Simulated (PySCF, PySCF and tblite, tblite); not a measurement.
# C₈H₁₁N: conformers and averaged spectra, part 1 of 2

Which conformers does C₈H₁₁N (`CCNc1ccccc1`) populate, and what do their averaged NMR parameters look like?

Programs: PySCF 2.14.0 with density-fitted response routines of our own, and tblite 0.8.0. All values are computed, except where a source is named. Atoms count from 0 throughout.

### Step 1. The molecule as given

20 atoms, charge 0, multiplicity 1; geometry from: MMFF94s geometry.

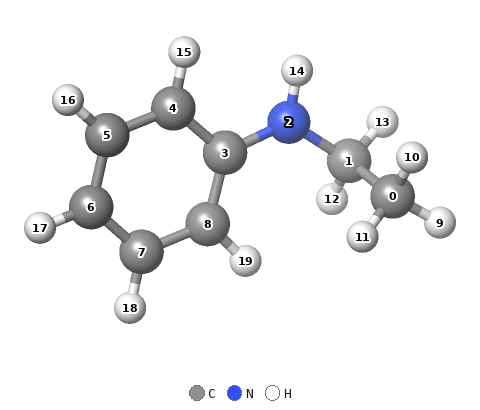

The starting geometry (carbon grey, nitrogen blue, hydrogen white), atoms numbered.

### Step 2. GFN2-xTB relaxation, conformer 1

The job: settings as JSON, then the geometry in Å.

```
{"job": {"xc": "GFN2-xTB", "basis": "xTB", "kind": "relax"}, "charge": 0, "multiplicity": 1}
C     -2.699100     0.370900     0.496600
C     -2.181000    -0.149500    -0.834100
N     -0.962200    -0.938400    -0.620900
C      0.302400    -0.417200    -0.480700
C      1.362600    -1.314700    -0.234200
C      2.673500    -0.861700    -0.090600
C      2.959400     0.501500    -0.170200
C      1.930400     1.403200    -0.395600
C      0.616100     0.934300    -0.551700
H     -3.651100     0.912100     0.344600
H     -2.901400    -0.448000     1.196400
H     -2.002800     1.056100     0.974300
H     -2.025400     0.659200    -1.532900
H     -2.932000    -0.810200    -1.267900
H     -1.093300    -1.926100    -0.511300
H      1.169800    -2.380100    -0.166400
H      3.479600    -1.570500     0.094600
H      3.976700     0.849400    -0.048200
H      2.133000     2.465900    -0.459400
H     -0.160400     1.674700    -0.729400
```

On the command line:

```sh
OMP_NUM_THREADS=1 python ens_run.py task.json out
```

The driver reads the study from task.json and runs its stages one after another.

What it wrote:

```text
step      E/eV     max force
  0    -697.83140    1.162
  1    -697.88141    0.460
  2    -697.89441    0.367
  3    -697.90597    0.288
  4    -697.91194    0.162
  5    -697.91507    0.130
  6    -697.91776    0.135
  7    -697.92031    0.130
  8    -697.92228    0.108
  9    -697.92356    0.094
 10    -697.92453    0.083
 11    -697.92547    0.071
 12    -697.92631    0.068
 13    -697.92698    0.060
 14    -697.92759    0.056
 15    -697.92825    0.078
 16    -697.92892    0.079
 17    -697.92954    0.072
 18    -697.93010    0.087
 19    -697.93070    0.091
 20    -697.93135    0.077
 21    -697.93192    0.058
 22    -697.93234    0.053
 23    -697.93263    0.039
 24    -697.93263    0.039
 25    -697.93275    0.032
 26    -697.93295    0.030
 27    -697.93304    0.024
 28    -697.93316    0.021
 29    -697.93325    0.023
 30    -697.93336    0.030
 31    -697.93347    0.031
 32    -697.93359    0.026
 33    -697.93371    0.028
 34    -697.93388    0.034
 35    -697.93410    0.046
 36    -697.93434    0.044
 37    -697.93461    0.042
 38    -697.93490    0.047
 39    -697.93524    0.055
 40    -697.93563    0.057
 41    -697.93602    0.054
 42    -697.93639    0.043
 43    -697.93678    0.051
 44    -697.93720    0.050
 45    -697.93761    0.049
 46    -697.93797    0.047
 47    -697.93833    0.051
 48    -697.93870    0.045
 49    -697.93900    0.054
 50    -697.93923    0.049
 51    -697.93942    0.030
 52    -697.93959    0.030
 53    -697.93975    0.029
 54    -697.93989    0.030
 55    -697.94000    0.030
 56    -697.94012    0.029
 57    -697.94023    0.029
 58    -697.94034    0.023
 59    -697.94044    0.020
 60    -697.94052    0.017
 61    -697.94057    0.015
 62    -697.94061    0.017
 63    -697.94065    0.015
 64    -697.94068    0.013
 65    -697.94071    0.009
 66    -697.94073    0.009
 67    -697.94075    0.011
 68    -697.94077    0.014
 69    -697.94080    0.015
 70    -697.94084    0.013
 71    -697.94088    0.017
 72    -697.94093    0.020
 73    -697.94097    0.017
 74    -697.94102    0.017
 75    -697.94106    0.016
 76    -697.94110    0.021
 77    -697.94115    0.020
 78    -697.94120    0.016
 79    -697.94123    0.016
 80    -697.94126    0.012
 81    -697.94130    0.016
 82    -697.94133    0.015
 83    -697.94136    0.013
 84    -697.94138    0.011
 85    -697.94140    0.010
 86    -697.94141    0.010
 87    -697.94143    0.009
 88    -697.94144    0.008
 89    -697.94145    0.008
 90    -697.94146    0.008
 91    -697.94147    0.006
 92    -697.94148    0.006
 93    -697.94148    0.005
 94    -697.94149    0.005
 95    -697.94149    0.004
```

Wall time 0.62 s (1 thread of Arm Neoverse V1, shared host).

The energy fell by 0.110 eV, and the atoms moved 0.15 Å (root mean square).

**GFN2-xTB relaxation, conformer 2**

The job: settings as JSON, then the geometry in Å.

```
{"job": {"xc": "GFN2-xTB", "basis": "xTB", "kind": "relax"}, "charge": 0, "multiplicity": 1}
C     -3.330800     0.012400    -0.237000
C     -1.939900     0.601600    -0.053200
N     -0.951000    -0.451800    -0.073600
C      0.401100    -0.252900    -0.002500
C      0.956200     0.993300     0.301400
C      2.324400     1.134700     0.432200
C      3.169700     0.050800     0.271000
C      2.628000    -1.189100    -0.030200
C      1.265300    -1.341500    -0.170700
H     -4.081800     0.793000    -0.150400
H     -3.425500    -0.446600    -1.220300
H     -3.525300    -0.742500     0.522200
H     -1.879500     1.108300     0.919100
H     -1.752700     1.356100    -0.838100
H     -1.245800    -1.314500    -0.604000
H      0.317300     1.852300     0.434600
H      2.734100     2.107900     0.662800
H      4.237200     0.169300     0.376900
H      3.275400    -2.044900    -0.159400
H      0.848400    -2.310900    -0.408900
```

What it wrote:

```text
step      E/eV     max force
  0    -697.86815    1.718
  1    -697.90371    0.502
  2    -697.90704    0.130
  3    -697.90806    0.096
  4    -697.90853    0.060
  5    -697.90871    0.041
  6    -697.90885    0.037
  7    -697.90896    0.028
  8    -697.90906    0.026
  9    -697.90919    0.039
 10    -697.90936    0.054
 11    -697.90961    0.062
 12    -697.90991    0.058
 13    -697.91022    0.054
 14    -697.91051    0.043
 15    -697.91075    0.035
 16    -697.91097    0.042
 17    -697.91119    0.038
 18    -697.91146    0.039
 19    -697.91182    0.047
 20    -697.91224    0.047
 21    -697.91263    0.043
 22    -697.91292    0.037
 23    -697.91312    0.031
 24    -697.91326    0.026
 25    -697.91337    0.019
 26    -697.91343    0.020
 27    -697.91349    0.020
 28    -697.91356    0.024
 29    -697.91365    0.024
 30    -697.91373    0.024
 31    -697.91382    0.029
 32    -697.91392    0.032
 33    -697.91407    0.037
 34    -697.91425    0.032
 35    -697.91444    0.032
 36    -697.91459    0.027
 37    -697.91472    0.029
 38    -697.91481    0.026
 39    -697.91487    0.017
 40    -697.91491    0.018
 41    -697.91495    0.019
 42    -697.91499    0.020
 43    -697.91503    0.014
 44    -697.91506    0.014
 45    -697.91508    0.013
 46    -697.91511    0.015
 47    -697.91513    0.014
 48    -697.91516    0.010
 49    -697.91517    0.009
 50    -697.91518    0.008
 51    -697.91520    0.009
 52    -697.91522    0.009
 53    -697.91523    0.008
 54    -697.91524    0.009
 55    -697.91525    0.008
 56    -697.91526    0.007
 57    -697.91528    0.007
 58    -697.91529    0.006
 59    -697.91529    0.006
 60    -697.91530    0.006
 61    -697.91530    0.006
 62    -697.91531    0.007
 63    -697.91532    0.008
 64    -697.91532    0.006
 65    -697.91533    0.005
 66    -697.91533    0.004
 67    -697.91533    0.004
```

Run time: 0.43 s. Hardware: 1 thread of Arm Neoverse V1, shared host.

The energy fell by 0.047 eV, and the atoms moved 0.09 Å (root mean square).

### Step 3. Shieldings, conformer 1: KT2/pcSseg-1 in chloroform

The job: settings as JSON, then the geometry in Å.

```
{"job": {"xc": "KT2", "basis": "pcSseg-1", "solvent": "chloroform", "kind": "nmr", "pop": true}, "charge": 0, "multiplicity": 1}
C     -2.586985     0.305811     0.566530
C     -2.168978    -0.131657    -0.839582
N     -0.962253    -0.923560    -0.858350
C      0.286159    -0.410330    -0.570713
C      1.311321    -1.293028    -0.214170
C      2.594045    -0.839470     0.010356
C      2.892081     0.508344    -0.108878
C      1.885579     1.391440    -0.458184
C      0.597405     0.946106    -0.686411
H     -3.493007     0.904187     0.521614
H     -2.774497    -0.563175     1.194193
H     -1.797697     0.897063     1.025100
H     -2.022572     0.745311    -1.474231
H     -2.962057    -0.736183    -1.288963
H     -1.090454    -1.871276    -0.532591
H      1.086250    -2.346929    -0.118088
H      3.366796    -1.542839     0.285636
H      3.895044     0.864676     0.070406
H      2.102934     2.445951    -0.552689
H     -0.164264     1.660237    -0.958125
```

What it wrote:

```text
coarse grid: 16576 points
cycle   1  E = -372.5579659767  dE =  1.165e+00  |g| = 5.833e-01  |ddm| = 4.327e+00
cycle   2  E = -372.4890016476  dE =  6.896e-02  |g| = 7.783e-01  |ddm| = 1.437e+00
cycle   3  E = -372.6538226971  dE = -1.648e-01  |g| = 9.231e-02  |ddm| = 8.650e-01
cycle   4  E = -372.6553106348  dE = -1.488e-03  |g| = 5.381e-02  |ddm| = 1.446e-01
cycle   5  E = -372.6561378278  dE = -8.272e-04  |g| = 6.693e-03  |ddm| = 6.939e-02
cycle   6  E = -372.6561476728  dE = -9.845e-06  |g| = 3.001e-03  |ddm| = 1.008e-02
final grid: 159752 points
cycle   7  E = -372.6447262638  dE = -2.954e-04  |g| = 1.486e-02  |ddm| = 1.367e-01
cycle   8  E = -372.6446794873  dE =  4.678e-05  |g| = 1.955e-02  |ddm| = 3.723e-02
cycle   9  E = -372.6447836393  dE = -1.042e-04  |g| = 2.354e-03  |ddm| = 2.421e-02
cycle  10  E = -372.6447848248  dE = -1.185e-06  |g| = 1.018e-03  |ddm| = 3.140e-03
cycle  11  E = -372.6447851054  dE = -2.806e-07  |g| = 2.262e-04  |ddm| = 1.148e-03
cycle  12  E = -372.6447851165  dE = -1.115e-08  |g| = 1.017e-04  |ddm| = 2.926e-04
cycle  13  E = -372.6447851189  dE = -2.400e-09  |g| = 2.505e-05  |ddm| = 1.096e-04
cycle  14  E = -372.6447851191  dE = -1.512e-10  |g| = 6.371e-06  |ddm| = 3.071e-05
converged SCF energy = -372.6447851191

GIAO shielding tensors (ppm)
atom      isotropic    diamagn.    paramagn.     s11        s22        s33       span
  0 C      170.624     250.120     -79.496    149.149    174.777    187.946     38.797
  1 C      144.197     247.811    -103.614    115.556    149.684    167.351     51.795
  2 N      164.627     326.942    -162.315    140.022    155.858    198.000     57.978
  3 C       43.464     256.019    -212.555    -31.503     16.475    145.419    176.923
  4 C       74.937     254.966    -180.029     -6.960     75.561    156.209    163.168
  5 C       61.577     253.022    -191.445    -40.218     53.255    171.694    211.912
  6 C       74.733     254.589    -179.856    -18.541     68.645    174.097    192.638
  7 C       61.677     252.594    -190.917    -40.963     52.831    173.164    214.127
  8 C       82.801     255.064    -172.263      2.192     66.898    179.312    177.120
  9 H       30.709      28.158       2.552     26.566     27.754     37.807     11.241
 10 H       30.864      30.714       0.150     27.030     28.859     36.703      9.672
 11 H       29.927      32.879      -2.953     24.738     31.590     33.452      8.714
 12 H       27.870      31.190      -3.320     24.090     27.169     32.352      8.262
 13 H       28.265      28.142       0.124     22.685     27.801     34.310     11.624
 14 H       27.928      36.208      -8.281     19.536     29.594     34.653     15.117
 15 H       25.053      33.366      -8.313     21.293     24.970     28.895      7.602
 16 H       24.460      29.859      -5.400     21.332     25.327     26.720      5.388
 17 H       25.051      29.727      -4.676     22.027     26.484     26.643      4.616
 18 H       24.400      30.486      -6.086     21.215     25.045     26.939      5.724
 19 H       24.989      34.242      -9.253     20.543     24.402     30.024      9.481
```

It took 32 s on 1 thread of Arm Neoverse V1, shared host; peak memory 0.88 GiB.

Key values: HOMO -4.71 eV, LUMO -0.90 eV; dipole 2.47 D.

### Step 4. Single-point energy, conformer 1: B3LYP/def2-SVP in chloroform

Changed since step 3:

```diff
@@ -1,2 +1,2 @@
-{"job": {"xc": "KT2", "basis": "pcSseg-1", "solvent": "chloroform", "kind": "nmr", "pop": true}, "charge": 0, "multiplicity": 1}
+{"job": {"xc": "B3LYP", "basis": "def2-SVP", "solvent": "chloroform", "kind": "sp"}, "charge": 0, "multiplicity": 1}
 C     -2.586985     0.305811     0.566530
```

What it wrote:

```text
coarse grid: 16576 points
cycle   1  E = -365.8345689729  dE =  1.295e+00  |g| = 4.746e-01  |ddm| = 5.693e+00
cycle   2  E = -365.8288864121  dE =  5.683e-03  |g| = 5.107e-01  |ddm| = 1.283e+00
cycle   3  E = -365.8986960603  dE = -6.981e-02  |g| = 6.195e-02  |ddm| = 6.001e-01
cycle   4  E = -365.8992451725  dE = -5.491e-04  |g| = 4.177e-02  |ddm| = 1.132e-01
cycle   5  E = -365.8997218254  dE = -4.767e-04  |g| = 6.009e-03  |ddm| = 5.454e-02
cycle   6  E = -365.8997303777  dE = -8.552e-06  |g| = 2.060e-03  |ddm| = 8.524e-03
final grid: 159752 points
cycle   7  E = -365.9692828594  dE = -5.036e-05  |g| = 6.736e-03  |ddm| = 4.446e-02
cycle   8  E = -365.9692786648  dE =  4.195e-06  |g| = 7.991e-03  |ddm| = 1.507e-02
cycle   9  E = -365.9692945036  dE = -1.584e-05  |g| = 8.633e-04  |ddm| = 8.292e-03
cycle  10  E = -365.9692946813  dE = -1.777e-07  |g| = 2.479e-04  |ddm| = 1.168e-03
cycle  11  E = -365.9692946954  dE = -1.408e-08  |g| = 7.710e-05  |ddm| = 3.239e-04
cycle  12  E = -365.9692946969  dE = -1.450e-09  |g| = 2.343e-05  |ddm| = 1.092e-04
cycle  13  E = -365.9692946970  dE = -1.273e-10  |g| = 7.016e-06  |ddm| = 3.242e-05
converged SCF energy = -365.9692946970
```

Run time: 14 s. Hardware: 1 thread of Arm Neoverse V1, shared host; peak memory 0.8 GiB.

Key values: HOMO -5.32 eV, LUMO -0.01 eV; dipole 2.34 D.

### Step 5. Shieldings, conformer 2: KT2/pcSseg-1 in chloroform

The job: settings as JSON, then the geometry in Å.

```
{"job": {"xc": "KT2", "basis": "pcSseg-1", "solvent": "chloroform", "kind": "nmr", "pop": false}, "charge": 0, "multiplicity": 1}
C     -3.330842     0.022294    -0.238170
C     -1.927845     0.594897    -0.101835
N     -0.963723    -0.478112    -0.020500
C      0.393981    -0.263272     0.039120
C      0.944850     0.975370     0.375051
C      2.314790     1.125635     0.480089
C      3.166057     0.058285     0.254673
C      2.628810    -1.174403    -0.081261
C      1.263859    -1.334939    -0.190203
H     -4.063782     0.824503    -0.249706
H     -3.425933    -0.543296    -1.163339
H     -3.549833    -0.637490     0.598005
H     -1.866038     1.188232     0.816668
H     -1.714867     1.262805    -0.952297
H     -1.234771    -1.320830    -0.505527
H      0.303110     1.823651     0.554642
H      2.720718     2.093184     0.739263
H      4.234972     0.184461     0.336560
H      3.280475    -2.016914    -0.264117
H      0.850788    -2.298989    -0.455153
```

What it wrote:

```text
coarse grid: 16576 points
cycle   1  E = -372.5587377155  dE =  1.168e+00  |g| = 5.794e-01  |ddm| = 4.317e+00
cycle   2  E = -372.4892066562  dE =  6.953e-02  |g| = 7.767e-01  |ddm| = 1.433e+00
cycle   3  E = -372.6530783541  dE = -1.639e-01  |g| = 9.898e-02  |ddm| = 8.699e-01
cycle   4  E = -372.6549890347  dE = -1.911e-03  |g| = 5.180e-02  |ddm| = 1.509e-01
cycle   5  E = -372.6557630026  dE = -7.740e-04  |g| = 6.943e-03  |ddm| = 6.670e-02
cycle   6  E = -372.6557730387  dE = -1.004e-05  |g| = 3.545e-03  |ddm| = 9.688e-03
cycle   7  E = -372.6557759584  dE = -2.920e-06  |g| = 5.590e-04  |ddm| = 3.360e-03
final grid: 159752 points
cycle   8  E = -372.6445359422  dE = -3.196e-04  |g| = 1.341e-02  |ddm| = 1.383e-01
cycle   9  E = -372.6445040199  dE =  3.192e-05  |g| = 1.706e-02  |ddm| = 3.162e-02
cycle  10  E = -372.6445813181  dE = -7.730e-05  |g| = 2.203e-03  |ddm| = 2.057e-02
cycle  11  E = -372.6445822952  dE = -9.771e-07  |g| = 1.056e-03  |ddm| = 3.197e-03
cycle  12  E = -372.6445825748  dE = -2.796e-07  |g| = 1.650e-04  |ddm| = 1.153e-03
cycle  13  E = -372.6445825782  dE = -3.403e-09  |g| = 1.229e-04  |ddm| = 2.785e-04
cycle  14  E = -372.6445825824  dE = -4.204e-09  |g| = 1.268e-05  |ddm| = 1.232e-04
cycle  15  E = -372.6445825825  dE = -3.104e-11  |g| = 6.078e-06  |ddm| = 1.502e-05
converged SCF energy = -372.6445825825

GIAO shielding tensors (ppm)
atom      isotropic    diamagn.    paramagn.     s11        s22        s33       span
  0 C      169.309     246.817     -77.508    154.066    166.197    187.663     33.597
  1 C      143.486     247.918    -104.432    125.019    140.561    164.879     39.860
  2 N      164.936     328.471    -163.535    130.243    133.196    231.368    101.125
  3 C       42.156     254.133    -211.977    -29.216     11.172    144.512    173.728
  4 C       82.671     254.892    -172.221      0.043     72.480    175.489    175.447
  5 C       61.584     252.484    -190.900    -40.970     52.677    173.045    214.016
  6 C       74.541     254.509    -179.968    -20.043     69.244    174.422    194.464
  7 C       62.126     252.782    -190.656    -39.282     53.648    172.012    211.294
  8 C       76.210     254.670    -178.460     -4.106     75.187    157.550    161.656
  9 H       30.067      26.219       3.848     25.530     27.613     37.058     11.527
 10 H       30.321      29.212       1.110     26.375     28.577     36.012      9.637
 11 H       30.183      28.968       1.215     26.545     28.099     35.904      9.359
 12 H       28.249      32.115      -3.866     23.194     28.448     33.106      9.913
 13 H       28.459      31.966      -3.507     24.256     27.624     33.497      9.241
 14 H       28.361      37.746      -9.386     19.654     31.426     34.001     14.347
 15 H       25.120      34.510      -9.390     20.616     24.818     29.927      9.311
 16 H       24.372      30.286      -5.914     21.163     25.036     26.917      5.754
 17 H       25.005      29.301      -4.296     21.946     26.514     26.554      4.608
 18 H       24.455      29.703      -5.248     21.243     25.357     26.765      5.523
 19 H       25.002      33.436      -8.434     21.009     24.984     29.013      8.004
```

It took 30 s on 1 thread of Arm Neoverse V1, shared host; peak memory 0.93 GiB.

In short: HOMO -4.72 eV, LUMO -0.89 eV; dipole 2.64 D.

### Step 6. Single-point energy, conformer 2: B3LYP/def2-SVP in chloroform

Changed since step 5:

```diff
@@ -1,2 +1,2 @@
-{"job": {"xc": "KT2", "basis": "pcSseg-1", "solvent": "chloroform", "kind": "nmr", "pop": false}, "charge": 0, "multiplicity": 1}
+{"job": {"xc": "B3LYP", "basis": "def2-SVP", "solvent": "chloroform", "kind": "sp"}, "charge": 0, "multiplicity": 1}
 C     -3.330842     0.022294    -0.238170
```

What it wrote:

```text
coarse grid: 16576 points
cycle   1  E = -365.8364884803  dE =  1.299e+00  |g| = 4.704e-01  |ddm| = 5.671e+00
cycle   2  E = -365.8302598272  dE =  6.229e-03  |g| = 5.096e-01  |ddm| = 1.265e+00
cycle   3  E = -365.8996212264  dE = -6.936e-02  |g| = 6.459e-02  |ddm| = 5.975e-01
cycle   4  E = -365.9002757870  dE = -6.546e-04  |g| = 4.103e-02  |ddm| = 1.161e-01
cycle   5  E = -365.9007386713  dE = -4.629e-04  |g| = 6.140e-03  |ddm| = 5.342e-02
cycle   6  E = -365.9007475714  dE = -8.900e-06  |g| = 2.244e-03  |ddm| = 8.083e-03
final grid: 159752 points
cycle   7  E = -365.9702359747  dE = -5.781e-05  |g| = 7.049e-03  |ddm| = 6.408e-02
cycle   8  E = -365.9702314633  dE =  4.511e-06  |g| = 8.374e-03  |ddm| = 1.551e-02
cycle   9  E = -365.9702487369  dE = -1.727e-05  |g| = 7.899e-04  |ddm| = 8.203e-03
cycle  10  E = -365.9702488806  dE = -1.436e-07  |g| = 2.317e-04  |ddm| = 1.002e-03
cycle  11  E = -365.9702488913  dE = -1.077e-08  |g| = 8.289e-05  |ddm| = 2.944e-04
cycle  12  E = -365.9702488929  dE = -1.623e-09  |g| = 2.282e-05  |ddm| = 1.154e-04
cycle  13  E = -365.9702488931  dE = -1.282e-10  |g| = 6.917e-06  |ddm| = 3.235e-05
converged SCF energy = -365.9702488931
```

It took 14 s on 1 thread of Arm Neoverse V1, shared host; peak memory 0.8 GiB.

In short: HOMO -5.34 eV, LUMO 0.00 eV; dipole 2.48 D.

(Continued in part 2 of 2.)
